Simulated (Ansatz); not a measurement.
# Ru(0001) film, 1 layer, flat: channels in plane against thickness, part 2 of 2

Wanted: in-plane conductance by layer count, from Ru(0001) film, 1 layer, flat.

Ansatz 0.2.0; Ansatz plane-wave DFT, PBE, PAW files; ballistic transport by layer matching (Landauer), zero bias; PAW set soft_1.

So far, lead conductance per cell (G₀): step 2 (with 1 layer) 3.39.

## Step 6: With 5 layers, thickness 10.705 A

The film grows to 5 layers.

System of this step: Ru(0001) film, 5 layers, flat. The cell holds 10 atoms: 10 Ru. Its edges and angles: a = 19.564 Å, b = 2.706 Å, c = 4.687 Å, α = 90.0°, β = 90.0°, γ = 90.0°. It derives from Ru. Vacuum lies along a. The structure's axis is c.

input.yaml

```yaml
crystal:
  lattice:
    - [19.5638, 0.0, 0.0]
    - [0.0, 2.7058, 0.0]
    - [0.0, 0.0, 4.6865830751]
  atoms:
    - { symbol: Ru, position: [0.2300166634, 0.0, 0.0] }
    - { symbol: Ru, position: [0.2300166634, 0.5, 0.5] }
    - { symbol: Ru, position: [0.3394509247, 0.0, 0.3333333333] }
    - { symbol: Ru, position: [0.3394509247, 0.5, 0.8333333333] }
    - { symbol: Ru, position: [0.4488851859, 0.0, 0.0] }
    - { symbol: Ru, position: [0.4488851859, 0.5, 0.5] }
    - { symbol: Ru, position: [0.5583194471, 0.0, 0.3333333333] }
    - { symbol: Ru, position: [0.5583194471, 0.5, 0.8333333333] }
    - { symbol: Ru, position: [0.6677537084, 0.0, 0.0] }
    - { symbol: Ru, position: [0.6677537084, 0.5, 0.5] }
kpoints:
  mp_grid: { grid: [1, 15, 9] }
hamiltonian:
  xc: pbe
  pseudopotentials: { kind: paw, azcp: { folder: soft_1 } }
scf:
  occupations: { method: fermi_dirac, width: 0.1 }
output:
  transmission:
    leads: [[0, 0]]
    kmesh: [1, 34]
    e_range: [-0.27, 0.27]
    de: 0.036
```

Launch:

```bash
> ansatz run input.yaml --threads 8 --pin off --max-ram 15360MiB --backend cpu --events-out ev --progress --plain --runs-dir out
```

Numbers of over 12 decimals in the logs are rounded to 6 here.

Output:

```text
[...]
Crystal: 10 atoms, lattice volume = 248.088 Å³
Basis set: ecut = 420 eV, 4863 PW (Γ)
Bands: 96, of which v1, the nominal top of the filled ones, is band 80 counted from 1 (79 counted from 0)
Symmetry: 8 space group operations
[...]
k-points: 40 of 135 (time reversal used)
[...]
k-point 39: bands = [... 76 lower, 11.3568, 11.4600, 11.8868, 11.9242, 11.9271, 11.9678, 12.0409, 12.0945, ... 12 higher]
--- Transmission ---
  basis      : 469 plane waves across, 10 finite elements along
  points     : 18, standing for a mesh of 1 x 34
[...]
crystal 0  : Ru10, at the sites [0, 0], period 4.6866 Å: whole cells are its period
[...]
filled         : 6.7 meV over the level at which it is neutral
    channels       : 6.500000e0 a spin
[...]
[key lines of the parts left out:]
SCF converged after 10 iterations
Free energy (F): -58783.250179 eV
Fermi energy:    10.562856 eV
```

Wall time 19 min (8 threads of Intel Xeon at 2.70GHz, shared host); peak memory 4.2 GiB; 1.8 h of CPU time.

This step gave:

- free energy: -58783.2502 eV
- energy at zero smearing: -58783.0608 eV
- Fermi energy: 10.56 eV
- cell area: 52.94 Å²
- open channels per spin nearest the Fermi level: 6.5
- estimated errors of the lead's conductance: 0, 6.7, 0 % (band edges, k-mesh, distance from neutral)
- lead conductance per cell: 6.582 G₀

Per spin. Open channels, zone mean, lead against energy, zero at the Fermi level:

```tsv
energy (eV)	open channels, zone mean, lead
-0.270	6.38
-0.234	6.85
-0.198	6.74
-0.162	6.44
-0.126	6.62
-0.090	6.85
-0.054	6.74
-0.018	6.5
0.018	6.5
0.054	6.62
0.090	6.91
0.126	6.85
0.162	6.85
0.198	6.85
0.234	6.79
0.270	6.62
```

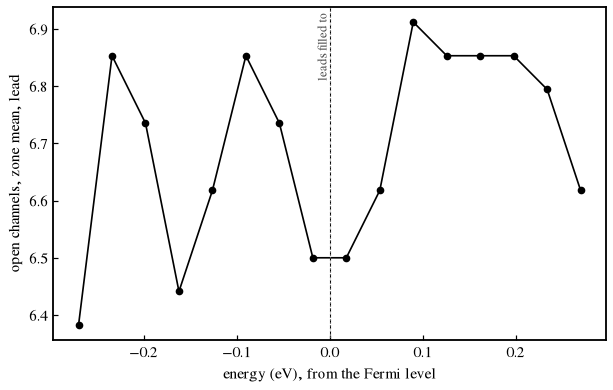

Open channels, zone mean, lead, plotted against energy.

The lead conductance per cell is 6.58 G₀, 24 % over the 5.31 G₀ of the last finished run.

## Step 7: The ladder

Times are for 8 threads of Intel Xeon at 2.70GHz, shared host. The runs compared:

```tsv
no.	layers	lead conductance per cell (G₀)	time	memory (GiB)
1	1	3.389	3.5 min	1.3
2	2	3.369	7 min	1.9
3	3	3.654	8.9 min	2.6
4	4	5.305	13 min	3.4
5	5	6.582	19 min	4.2
```

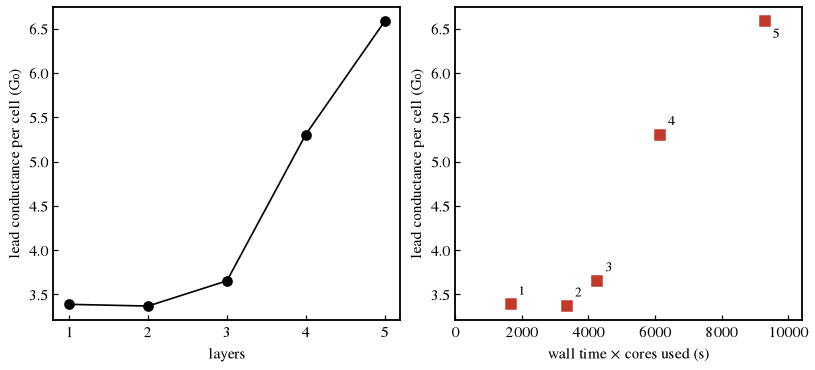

The series as plots; the last panel sets the first result against cost, with the runs numbered as in the table.

The runs together. Table of open channels, zone mean by energy, zero at the Fermi level:

```tsv
energy (eV)	1	2	3	4	5
-0.270	3.41	2.24	3.26	5.68	6.38
-0.234	3.41	2.53	3.32	5.56	6.85
-0.198	3.35	2.82	3.38	5.68	6.74
-0.162	3.47	2.88	3.32	5.62	6.44
-0.126	3.53	2.76	3.15	5.68	6.62
-0.090	3.53	3.12	3.79	5.32	6.85
-0.054	3.41	3.47	3.68	5.15	6.74
-0.018	3.47	3.53	3.65	5.21	6.5
0.018	3.47	3.35	3.65	5.38	6.5
0.054	2.79	3	3.76	5.38	6.62
0.090	3.38	2.76	3.65	5.44	6.91
0.126	3.15	2.62	3.82	5.82	6.85
0.162	3.09	3.03	3.76	5.56	6.85
0.198	3.12	3.5	3.88	5	6.85
0.234	2.82	3.32	3.82	4.59	6.79
0.270	2.76	3.5	3.82	4.76	6.62
```

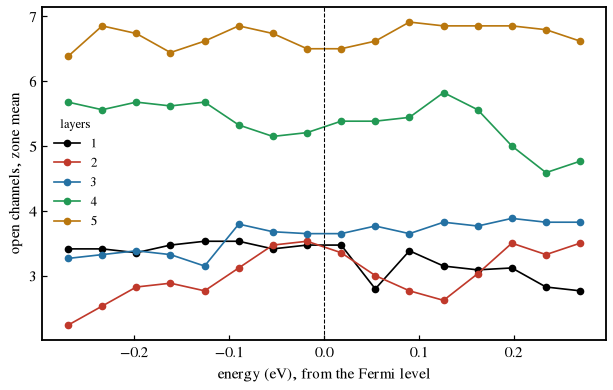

Open channels, zone mean against energy.

## Step 8: Summary of results

| Item | Value |
| --- | --- |
| conductance per cell, 1 layer | 3.39 G₀ |
| conductance per cell, 2 layers | 3.37 G₀ |
| conductance per cell, 3 layers | 3.65 G₀ |
| conductance per cell, 4 layers | 5.31 G₀ |
| conductance per cell, 5 layers | 6.58 G₀ |

What this shows: The conductance per cell width goes from 3.39 G0 at 1 to 6.58 G0 at 5 layers. Over the film's own cross-section (layers × spacing × width) the conductance runs from 4.5 to 1.8×10¹⁵ S/m²; that nominal section leaves out the charge that spills into the vacuum, which flatters the thinnest films. The gains from one thickness to the next are -0.019, 0.28, 1.7 and 1.3 G0 per added layer; they differ by more than the error estimates allow, as expected where subbands cross the Fermi level in steps. The film repeats perfectly along the current, so nothing scatters; its faces are clean and not relaxed. Very thin films of this metal can turn magnetic, which an unpolarised run can't show. The program's error estimates for the conductances, leads' steps apart, run from 6.7 to 9.4 %.

[Logs are printed without paths, hosts, clocks, repeated set-up lines and the standing remarks that a program may print on its own settings, such as how far it seeks lower states.]

[Hosts, paths, dates, database ids (printed as entryN), source tags and the programs' standing remarks are cut or masked in the printed files.]
